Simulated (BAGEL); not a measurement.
# UHF/3-21G (density fitting with qzvpp-jkfit) run of BH2SO (SMILES O[B]S)

Aim: the vertical ionisation energy of BH2SO at UHF/3-21G (density fitting with qzvpp-jkfit), from 2 runs. 

Program for the calculation: BAGEL 1.2.2.

### 1 The molecule

BH2SO: 5 atoms, total charge 0, spin state doublet. As SMILES, `O[B]S`. The shape is that of a PBE0-D4/def2-TZVP optimisation. This is a higher conformer, about 7 kJ/mol above the lowest found by a separate search.

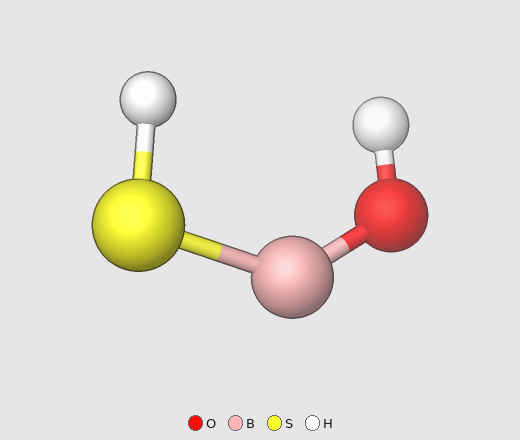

The structure, seen from a chosen angle (oxygen red, boron pink, sulfur yellow, hydrogen white).

### 2 The energy at UHF/3-21G (density fitting with qzvpp-jkfit)

hf.json

```json
{ "bagel": [

{
  "title": "molecule",
  "basis": "3-21g",
  "df_basis": "qzvpp-jkfit",
  "angstrom": true,
  "geometry": [
    { "atom": "O", "xyz": [      -1.294700,      -0.054700,      -0.435600 ] },
    { "atom": "B", "xyz": [      -0.454300,       0.825600,       0.109700 ] },
    { "atom": "S", "xyz": [       1.253800,       0.694200,       0.611100 ] },
    { "atom": "H", "xyz": [      -0.947100,      -0.940000,      -0.604700 ] },
    { "atom": "H", "xyz": [       1.492100,      -0.598600,       0.278200 ] }
  ]
},

{ "title": "uhf", "nopen": 1 },

{ "title": "print", "file": "orbitals.molden", "orbitals": true }

]}
```

Started as:

```sh
BAGEL_NUM_THREADS=1 BAGEL hf.json > hf.out
```

What it wrote:

```text
* using 1 threads per process

  ===============================================================
  ===============================================================

  *** Geometry ***

  { "atom" : "O", "xyz" : [     -2.446628,     -0.103368,     -0.823165 ] },
  { "atom" : "B", "xyz" : [     -0.858503,      1.560158,      0.207303 ] },
  { "atom" : "S", "xyz" : [      2.369339,      1.311848,      1.154812 ] },
  { "atom" : "H", "xyz" : [     -1.789760,     -1.776343,     -1.142717 ] },
  { "atom" : "H", "xyz" : [      2.819660,     -1.131190,      0.525722 ] },

  Number of auxiliary basis functions:      316

  Since a DF basis is specified, we compute 2- and 3-index integrals:
    o Being stored without compression. Storage requirement is 0.003 GB

  Number of basis functions:       35
  Number of electrons      :       31

    * METHOD: MOLECULE                             0.05

  *** Open-shell HF ***

  === Nuclear Repulsion ===
    80.8497724227

      * DIIS with orbital gradients will be used.

  === UHF iteration (3-21g) ===
      0       -495.59518271          0.06323838           0.01
      1       -495.68223220          0.03813106           0.01
      2       -495.70306865          0.02406758           0.01
      3       -495.71396077          0.00185379           0.01
      4       -495.71479733          0.00051637           0.01
      5       -495.71489202          0.00016572           0.01
      6       -495.71492171          0.00004106           0.01
      7       -495.71492728          0.00001527           0.01
      8       -495.71492884          0.00000732           0.01
      9       -495.71492916          0.00000404           0.01
     10       -495.71492923          0.00000152           0.01
     11       -495.71492925          0.00000069           0.01
     12       -495.71492925          0.00000036           0.01
     13       -495.71492925          0.00000014           0.01
     14       -495.71492925          0.00000006           0.01
     15       -495.71492925          0.00000005           0.01
     16       -495.71492925          0.00000003           0.01
     17       -495.71492925          0.00000001           0.02
    * SCF iteration converged.

    * S^2 (UHF) is 0.7559

    * Permanent dipole moment:
           (   -0.063482,     1.181837,     0.353169) a.u.

    * METHOD: UHF                                  0.31

    * METHOD: PRINT                                0.00

  ===============================================================
```

Run time: 0.5 s. Hardware: 1 thread of Arm Neoverse V2, shared host.

### 3 The singlet cation, same level

input.json

```json
{ "bagel" : [

{
  "title" : "molecule",
  "basis" : "3-21g",
  "df_basis" : "qzvpp-jkfit",
  "angstrom" : true,
  "geometry" : [
    { "atom" : "O", "xyz" : [      -1.294700,      -0.054700,      -0.435600 ] },
    { "atom" : "B", "xyz" : [      -0.454300,       0.825600,       0.109700 ] },
    { "atom" : "S", "xyz" : [       1.253800,       0.694200,       0.611100 ] },
    { "atom" : "H", "xyz" : [      -0.947100,      -0.940000,      -0.604700 ] },
    { "atom" : "H", "xyz" : [       1.492100,      -0.598600,       0.278200 ] }
  ]
},

{
  "title" : "hf",
  "charge" : 1
},

{
  "title" : "print",
  "file" : "orbitals.molden",
  "orbitals" : true
}

]}
```

Started as:

```sh
BAGEL_NUM_THREADS=1 BAGEL input.json > input.out
```

What it wrote:

```text
* using 1 threads per process

  ===============================================================
  ===============================================================

  *** Geometry ***

  { "atom" : "O", "xyz" : [     -2.446628,     -0.103368,     -0.823165 ] },
  { "atom" : "B", "xyz" : [     -0.858503,      1.560158,      0.207303 ] },
  { "atom" : "S", "xyz" : [      2.369339,      1.311848,      1.154812 ] },
  { "atom" : "H", "xyz" : [     -1.789760,     -1.776343,     -1.142717 ] },
  { "atom" : "H", "xyz" : [      2.819660,     -1.131190,      0.525722 ] },

  Number of auxiliary basis functions:      316

  Since a DF basis is specified, we compute 2- and 3-index integrals:
    o Being stored without compression. Storage requirement is 0.003 GB

  Number of basis functions:       35
  Number of electrons      :       31

    * METHOD: MOLECULE                             0.05

  *** RHF ***

  === Nuclear Repulsion ===
    80.8497724227

      * DIIS with orbital gradients will be used.

  === RHF iteration (3-21g) ===
      0       -495.28483450          0.03291487           0.01
      1       -495.37261447          0.02213986           0.01
      2       -495.40725379          0.00230722           0.01
      3       -495.40811684          0.00051121           0.01
      4       -495.40816726          0.00014802           0.01
      5       -495.40817235          0.00003358           0.01
      6       -495.40817273          0.00001242           0.01
      7       -495.40817280          0.00000398           0.01
      8       -495.40817280          0.00000165           0.01
      9       -495.40817280          0.00000063           0.01
     10       -495.40817280          0.00000022           0.01
     11       -495.40817280          0.00000005           0.01
     12       -495.40817280          0.00000001           0.01
     13       -495.40817280          0.00000001           0.01
    * SCF iteration converged.

    * Permanent dipole moment:
           (    0.590520,     0.530826,     0.355336) a.u.

    * METHOD: HF                                   0.15

    * METHOD: PRINT                                0.00

  ===============================================================
```

Wall time 0.32 s (1 thread of Arm Neoverse V2, shared host).

### 4 Results

Level: UHF/3-21G (density fitting with qzvpp-jkfit).

| quantity | value |
| --- | --- |
| doublet BH2SO: total energy | -495.71493 Eh |
| doublet BH2SO: dipole moment | 3.14 D |
| doublet BH2SO: ⟨S²⟩ | 0.756 |
| singlet cation: total energy | -495.40817 Eh |
| singlet cation: HOMO energy | -17.72 eV |
| singlet cation: LUMO energy | -7.22 eV |
| singlet cation: HOMO–LUMO gap | 10.50 eV |
| vertical ionisation energy (to the singlet cation) | 8.347 eV |

**Reading.** Removing an electron at fixed nuclei costs 8.35 eV (805 kJ/mol).
